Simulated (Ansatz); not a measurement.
CdSe (zinc blende), conventional cell a = 6.1963 Å, b = 6.1963 Å, c = 6.1963 Å, α = 90.00°, β = 90.00°, γ = 90.00°. The calculation uses the primitive cell of 2 atoms, to which meshes and values per cell refer.

This relaxed cell (volume V₀) is scaled evenly in all directions, its shape held. Symmetry pins the atoms to their sites.

Level of theory: PBE (plane waves to 420 eV, PAW, scalar-relativistic; Ansatz, a program for electronic structure). k mesh 9×9×9 (Γ-centred), Fermi-Dirac smearing 0.05 eV. Energies are smeared free energies. CdSe was relaxed with its symmetry unable to fall. ΔE is measured from the relaxed starting cell.

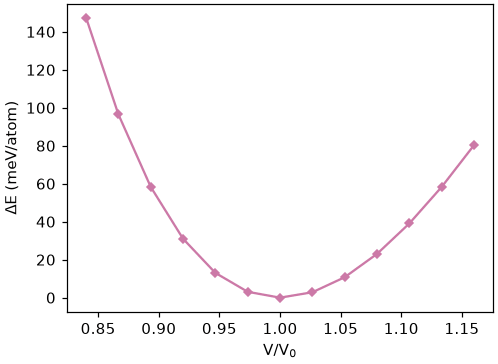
*ΔE (meV/atom) against V/V₀; markers are the computed points, lines only join them.*

What is ΔE at V/V₀ = 0.840?

About 150 meV/atom.

What is ΔE at V/V₀ = 1.160?

About 80 meV/atom.

What bulk modulus B₀ follows from a third-order Birch-Murnaghan fit?

About 45 GPa.

(Under strain, the slope of the energy per volume gives the stress and its curvature an elastic modulus.)
